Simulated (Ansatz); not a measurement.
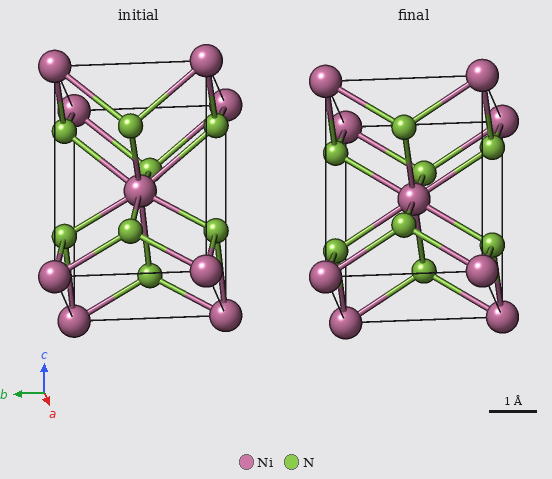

The structure of crystalline NiN2 (built on the tetragonal zirconia_137 type) (coarse preliminary run) before (left) and after (right) a relaxation, at one scale.

The picture is a ball-and-stick view of the cell of the calculation, seen from a free direction.

Case: tetragonal zirconia type (P4_2/nmc, No. 137).

Theory: DFT PBE, scalar-relativistic, plane waves, PAW (Ansatz).

The input:
```yaml
crystal:
  lattice:
    - [3.2823001024, 0.0, 0.0]
    - [0.0, 3.2823001024, 0.0]
    - [0.0, 0.0, 4.725248917]
  atoms:
    - { symbol: Ni, position: [0.0, 0.0, 0.0] }
    - { symbol: Ni, position: [0.5, 0.5, 0.5] }
    - { symbol: "N", position: [0.0, 0.5, 0.203] }
    - { symbol: "N", position: [0.0, 0.5, 0.703] }
    - { symbol: "N", position: [0.5, 0.0, 0.297] }
    - { symbol: "N", position: [0.5, 0.0, 0.797] }
basis:
  ecutwfc: 420
kpoints:
  mp_grid: { grid: [6, 6, 4] }
hamiltonian:
  xc: pbe
scf:
  occupations: { method: gaussian, width: 0.1 }
  lower_state_search: "off"
output:
  forces: true
  stress: true
  eigenvalues: true
relax:
  adjacent_minimum: "off"
  f_tol: 0.04
  max_steps: 70
  cell: { stress_tol: 0.4 }
```

Run as
```bash
ansatz run input.yaml --threads 1 --pin off --max-ram 2560MiB --backend cpu --events-out ev --progress --plain --runs-dir out
```

What changed between the two?

Answer. The largest moves relative to the cell, 0.21 Å, are those of N3, N4, N5 and N6. N5 goes along −c. Ni stays in place. Cell: a = b 3.282 → 3.393 Å (+3.4 %), c 4.725 → 4.393 Å (−7.0 %). Volume −0.6 %. Among the contacts that change: Ni1–N4 2.159 → 2.021 Å, Ni1–N3 1.901 → 2.021 Å. Among the angles between lasting bonds that change: Ni2–N3–Ni2 98.9° → 114.2°, Ni1–N3–Ni1 119.4° → 114.2°. The space group (tolerance 0.01 Å) goes from P4_2/nmc (No. 137) to I4/mmm (No. 139). Over 5 accepted moves (7 points after the start) the energy falls by 106 meV per atom. Largest force component: 1.1 eV/Å at the start, 0.00035 eV/Å at the end. The pressure goes from 5.04 to 0.09 GPa. The SCF was repeated twice at an unchanged geometry on a basis and grid sized afresh for the cell, which shifted the energy by 1.1 meV per atom at most. Cost: 31 s on 1 thread of Arm Neoverse V1, on a shared host, peak memory 0.34 GiB.
